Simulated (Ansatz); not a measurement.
# Geometry relaxation, with input and output: InHCl2O

- system: InHCl2O, SMILES [OH][In]([Cl])[Cl]
- method: HF/3-21G, RHF (Ansatz 0.2.0)

The geometry comes from this level: PBE0-D4/def2-TZVP. Figures and captions count atoms from 1; the log counts them from 0 in places.

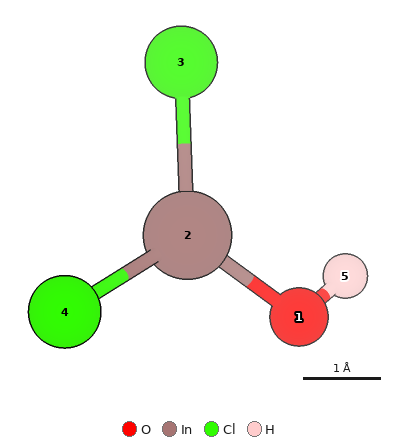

The starting structure (ball-and-stick view, seen at a tilt; atoms are numbered from 1 in the order of the input). Sticks mark near contacts. Bond lengths as drawn: Cl–In 2.29 to 2.31 Å, H–O 0.96 Å and In–O 1.96 Å.

**Results in brief**

```csv
quantity,value
outcome,converged
total energy,−6704.873407 hartree
basis functions,70
largest force,0.001 eV/Å
SCF solution under orbital rotations,stable
HOMO,−12.44 eV
LUMO,0.32 eV
dipole moment,3.46 D
hardware,"1 thread of AMD EPYC (Zen 5), 16 GiB of memory available, shared host"
wall time,8.1 s
peak memory,0.18 GiB
```

**Input file**
```yaml
basis:
  gaussian:
    orbitals: 3-21G.json
crystal:
  periodic: [false, false, false]
  atoms:
    - {symbol: O, position_ang: [-0.347800, 1.510200, -0.137200]}
    - {symbol: In, position_ang: [-0.087900, -0.432900, -0.100800]}
    - {symbol: Cl, position_ang: [1.722600, -1.320600, 1.019900]}
    - {symbol: Cl, position_ang: [-1.580600, -1.801600, -1.170600]}
    - {symbol: H, position_ang: [0.343600, 1.971200, 0.347200]}
relax:
  f_tol: 0.002
hamiltonian:
  xc: hf
output: {orbitals: {seedname: orbitals}}
```

Run as:
```bash
ansatz run molecule.yaml --threads 1 --pin off --max-ram 3480MiB --events-out events.jsonl --progress --plain --runs-dir runs
```

**What the program printed**
```
The last accepted step is kept in runs//last_step.txt (removed where the run ends without a failure and the disk answers)
Functional definition: HF
  name "HF"
  exchange = exact_x
  correlation = 0
879 factors; integrals over basis functions are off by at most 1.0e-4 eV
mean field evaluation 1: about -182445.7841 eV, gradient 3.7e1 eV
mean field evaluation 2: about -182445.8732 eV, gradient 3.7e1 eV
mean field evaluation 4: about -182448.6443 eV, gradient 2.1e0 eV
mean field evaluation 8: about -182448.6654 eV, gradient 2.2e-4 eV
mean field -182448.66539670 eV, -6704.8647851816 hartree, gradient 3.0e-5 eV, S^2 0.000000; 0 other end points of the search recorded, 0 dependent functions left out
the calculation of the forces begins
reference -182448.66539670 eV, -6704.8647851816 hartree; 46, 46 occupied and 24, 24 virtual orbitals, 879 factors
relax step   1: F+E_penalty+E_count = -182448.66539670 eV  Δ(F+E_penalty+E_count) = +0.000e0 eV  max|allowed force component| = 1.796e0 eV/Å  Δτ_max = 0.0000 Å  (35 SCF iters, accepted)
these checks for a lower state are left out or cut short: starts, cluster_reference, orbital_swaps, neighbouring_geometries, increment
879 factors; integrals over basis functions are off by at most 9.5e-5 eV
mean field evaluation 16: about -182448.8485 eV, gradient 9.5e-3 eV
mean field -182448.84846570 eV, -6704.8715128433 hartree, gradient 7.9e-6 eV, S^2 0.000000; 0 other end points of the search recorded, 0 dependent functions left out
the calculation of the forces begins
reference -182448.84846570 eV, -6704.8715128433 hartree; 46, 46 occupied and 24, 24 virtual orbitals, 879 factors
relax step   2: F+E_penalty+E_count = -182448.84846570 eV  Δ(F+E_penalty+E_count) = -1.831e-1 eV  max|allowed force component| = 6.333e-1 eV/Å  Δτ_max = 0.1230 Å  (37 SCF iters, accepted)
these checks for a lower state are left out or cut short: starts, cluster_reference, orbital_swaps, neighbouring_geometries, increment
879 factors; integrals over basis functions are off by at most 9.8e-5 eV
mean field -182448.88162706 eV, -6704.8727315007 hartree, gradient 8.2e-6 eV, S^2 0.000000; 0 other end points of the search recorded, 0 dependent functions left out
the calculation of the forces begins
reference -182448.88162706 eV, -6704.8727315007 hartree; 46, 46 occupied and 24, 24 virtual orbitals, 879 factors
relax step   3: F+E_penalty+E_count = -182448.88162706 eV  Δ(F+E_penalty+E_count) = -3.316e-2 eV  max|allowed force component| = 4.598e-1 eV/Å  Δτ_max = 0.0480 Å  (38 SCF iters, accepted)
these checks for a lower state are left out or cut short: starts, cluster_reference, orbital_swaps, neighbouring_geometries, increment
879 factors; integrals over basis functions are off by at most 1.1e-4 eV
mean field evaluation 32: about -182448.8950 eV, gradient 7.8e-1 eV
mean field -182448.89623767 eV, -6704.8732684309 hartree, gradient 8.4e-6 eV, S^2 0.000000; 0 other end points of the search recorded, 0 dependent functions left out
the calculation of the forces begins
reference -182448.89623767 eV, -6704.8732684309 hartree; 46, 46 occupied and 24, 24 virtual orbitals, 879 factors
relax step   4: F+E_penalty+E_count = -182448.89623767 eV  Δ(F+E_penalty+E_count) = -1.461e-2 eV  max|allowed force component| = 3.398e-1 eV/Å  Δτ_max = 0.0810 Å  (37 SCF iters, accepted)
these checks for a lower state are left out or cut short: starts, cluster_reference, orbital_swaps, neighbouring_geometries, increment
879 factors; integrals over basis functions are off by at most 1.1e-4 eV
mean field -182448.89993035 eV, -6704.8734041344 hartree, gradient 8.6e-6 eV, S^2 0.000000; 0 other end points of the search recorded, 0 dependent functions left out
the calculation of the forces begins
reference -182448.89993035 eV, -6704.8734041344 hartree; 46, 46 occupied and 24, 24 virtual orbitals, 879 factors
relax step   5: F+E_penalty+E_count = -182448.89993035 eV  Δ(F+E_penalty+E_count) = -3.693e-3 eV  max|allowed force component| = 7.777e-2 eV/Å  Δτ_max = 0.0375 Å  (38 SCF iters, accepted)
these checks for a lower state are left out or cut short: starts, cluster_reference, orbital_swaps, neighbouring_geometries, increment
879 factors; integrals over basis functions are off by at most 1.1e-4 eV
mean field -182448.90001325 eV, -6704.8734071809 hartree, gradient 8.7e-6 eV, S^2 0.000000; 0 other end points of the search recorded, 0 dependent functions left out
the calculation of the forces begins
reference -182448.90001325 eV, -6704.8734071809 hartree; 46, 46 occupied and 24, 24 virtual orbitals, 879 factors
relax step   6: F+E_penalty+E_count = -182448.90001325 eV  Δ(F+E_penalty+E_count) = -8.290e-5 eV  max|allowed force component| = 7.968e-3 eV/Å  Δτ_max = 0.0041 Å  (38 SCF iters, accepted)
these checks for a lower state are left out or cut short: starts, cluster_reference, orbital_swaps, neighbouring_geometries, increment
879 factors; integrals over basis functions are off by at most 1.1e-4 eV
mean field evaluation 64: about -182448.9000 eV, gradient 8.3e-6 eV
mean field -182448.90001598 eV, -6704.8734072809 hartree, gradient 8.7e-6 eV, S^2 0.000000; 0 other end points of the search recorded, 0 dependent functions left out
the calculation of the forces begins
reference -182448.90001598 eV, -6704.8734072809 hartree; 46, 46 occupied and 24, 24 virtual orbitals, 879 factors
relax step   7: F+E_penalty+E_count = -182448.90001598 eV  Δ(F+E_penalty+E_count) = -2.723e-6 eV  max|allowed force component| = 8.975e-4 eV/Å  Δτ_max = 0.0009 Å  (37 SCF iters, accepted)
```

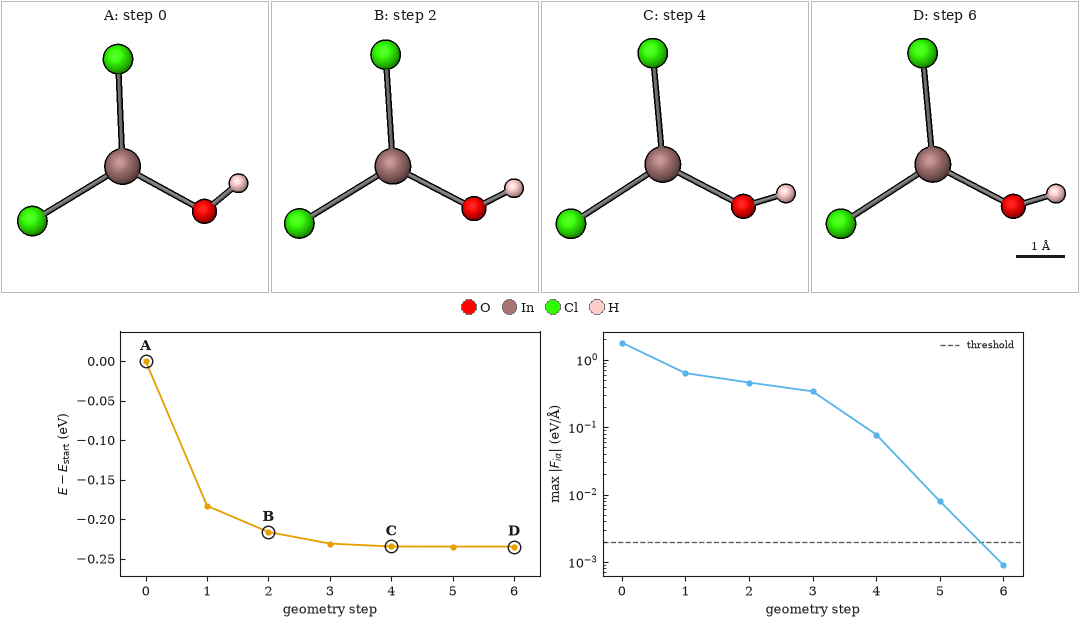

Frames of the relaxation (ball-and-stick view, seen at a tilt) above the curves, on which the letters mark them (the first geometry is step 0 here and step 1 in the log).

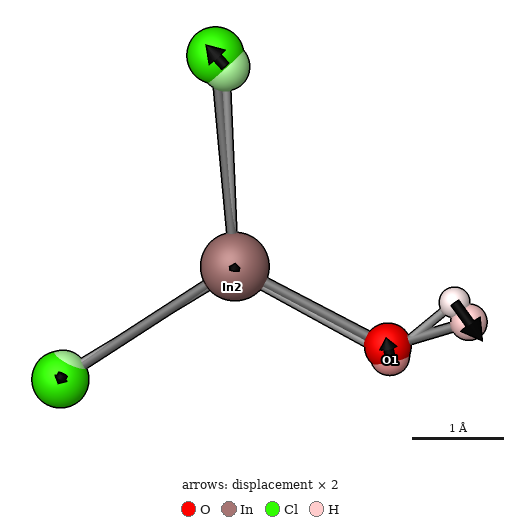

Start (faint) and end (solid) with the displacements as black arrows, magnified 2 times (ball-and-stick view, seen at a tilt). The two geometries are laid on each other by the best rigid fit. Over 6 geometry steps the energy falls by 0.235 eV. Largest force component: 1.8 eV/Å at the start, 0.0009 eV/Å at the end. The atom that moves furthest after the best rigid fit is H5 (0.27 Å). Largest moves by element: H 0.27 Å, Cl 0.17 Å, O 0.11 Å, In 0.05 Å. Among the contacts that change: In2–Cl4 2.290 → 2.378 Å, In2–Cl3 2.307 → 2.391 Å, O1–In2 1.961 → 1.909 Å. Among the angles that change: In2–O1–H5 111.7° → 135.2°. (Atoms are counted from 1 in the order of the input.)

```
879 factors; integrals over basis functions are off by at most 1.1e-4 eV
mean field -182448.90001598 eV, -6704.8734072809 hartree, gradient 8.7e-6 eV, S^2 0.000000; 1 other end points of the search recorded, 0 dependent functions left out
the calculation of the forces begins
reference -182448.90001598 eV, -6704.8734072809 hartree; 46, 46 occupied and 24, 24 virtual orbitals, 879 factors
Total energy: -182448.90001598 eV, -6704.8734072809 hartree
Atom 0 at    -0.269661     1.452231    -0.089587 Å, force     0.000116    -0.000081     0.000069 eV/Å
Atom 1 at    -0.048982    -0.443464    -0.076429 Å, force     0.000224     0.000601     0.000187 eV/Å
Atom 2 at     1.791060    -1.470067     1.054431 Å, force    -0.000068     0.000080    -0.000039 eV/Å
Atom 3 at    -1.634566    -1.808927    -1.206363 Å, force     0.000032     0.000298     0.000042 eV/Å
Atom 4 at     0.212049     2.196527     0.276448 Å, force    -0.000304    -0.000897    -0.000259 eV/Å
Dipole moment:     0.155281     0.687729     0.148931 e Å
```

**Trajectory as extended XYZ (Å, eV, eV/Å), 7 frames, from step=1 to step=7**
```
5
Properties=species:S:1:pos:R:3:forces:R:3 step=1 energy=-182448.66540
O    -0.3478    1.5102   -0.1372    0.2807  -1.0643   0.1112
In   -0.0879   -0.4329   -0.1008   -0.4492   1.7960  -0.1709
Cl    1.7226   -1.3206    1.0199    1.1401  -0.5441   0.7073
Cl   -1.5806   -1.8016   -1.1706   -1.0214  -0.9565  -0.7330
H     0.3436    1.9712    0.3472    0.0498   0.7689   0.0854
5
Properties=species:S:1:pos:R:3:forces:R:3 step=2 energy=-182448.84847
O    -0.3127    1.5023   -0.1143    0.6333  -0.2820   0.3945
In   -0.0966   -0.4318   -0.1067   -0.1012   0.1332  -0.0573
Cl    1.8002   -1.3644    1.0677   -0.2875   0.0965  -0.1810
Cl   -1.6655   -1.8673   -1.2306    0.2822   0.2540   0.2019
H     0.3245    2.0874    0.3424   -0.5269  -0.2017  -0.3582
5
Properties=species:S:1:pos:R:3:forces:R:3 step=3 energy=-182448.88163
O    -0.3039    1.4802   -0.1100    0.4598   0.2753   0.3192
In   -0.0821   -0.4283   -0.0970   -0.0263  -0.1449  -0.0272
Cl    1.7838   -1.3991    1.0546   -0.0602   0.0164  -0.0382
Cl   -1.6396   -1.8433   -1.2120    0.0404   0.0460   0.0296
H     0.2918    2.1167    0.3230   -0.4137  -0.1928  -0.2835
5
Properties=species:S:1:pos:R:3:forces:R:3 step=4 energy=-182448.89624
O    -0.2880    1.4732   -0.1001   -0.0006  -0.3398  -0.0239
In   -0.0576   -0.4334   -0.0813   -0.0487   0.1016  -0.0248
Cl    1.7859   -1.4586    1.0519   -0.0297   0.0335  -0.0171
Cl   -1.6298   -1.8252   -1.2044    0.0265   0.0384   0.0200
H     0.2393    2.1703    0.2924    0.0524   0.1663   0.0457
5
Properties=species:S:1:pos:R:3:forces:R:3 step=5 energy=-182448.89993
O    -0.2695    1.4528   -0.0894   -0.0440  -0.0778  -0.0341
In   -0.0505   -0.4435   -0.0774    0.0068   0.0064   0.0049
Cl    1.7912   -1.4668    1.0548   -0.0051  -0.0001  -0.0034
Cl   -1.6354   -1.8097   -1.2069   -0.0004   0.0003  -0.0002
H     0.2140    2.1935    0.2775    0.0427   0.0712   0.0328
5
Properties=species:S:1:pos:R:3:forces:R:3 step=6 energy=-182448.90001
O    -0.2701    1.4520   -0.0899    0.0059   0.0080   0.0044
In   -0.0483   -0.4435   -0.0760   -0.0028  -0.0020  -0.0020
Cl    1.7914   -1.4707    1.0546    0.0005   0.0004   0.0004
Cl   -1.6346   -1.8080   -1.2063    0.0006  -0.0008   0.0003
H     0.2115    2.1965    0.2761   -0.0041  -0.0056  -0.0031
5
Properties=species:S:1:pos:R:3:forces:R:3 step=7 energy=-182448.90002
O    -0.2697    1.4522   -0.0896    0.0001  -0.0001   0.0001
In   -0.0490   -0.4435   -0.0764    0.0002   0.0006   0.0002
Cl    1.7911   -1.4701    1.0544   -0.0001   0.0001   0.0000
Cl   -1.6346   -1.8089   -1.2064    0.0000   0.0003   0.0000
H     0.2120    2.1965    0.2764   -0.0003  -0.0009  -0.0003
```

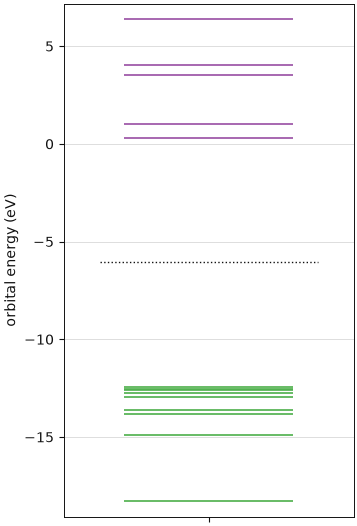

Orbital energies near the frontier; the dotted line parts filled from empty levels, and levels within 0.02 eV of each other stand side by side. Highest filled −12.44 eV, lowest empty 0.32 eV, 12.76 eV apart.

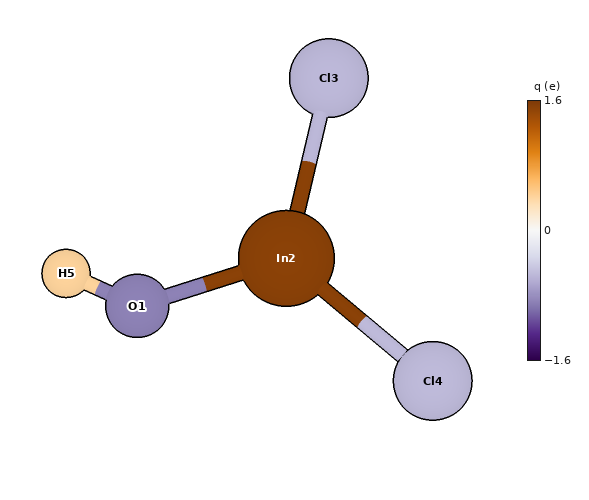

Mulliken charges, as the colour of each atom (ball-and-stick view, seen at a tilt; atoms are numbered from 1 in the order of the input; Mulliken charges depend strongly on the basis). By element: O −0.87, In +1.52, Cl −0.54 to −0.53 and H +0.42 e.
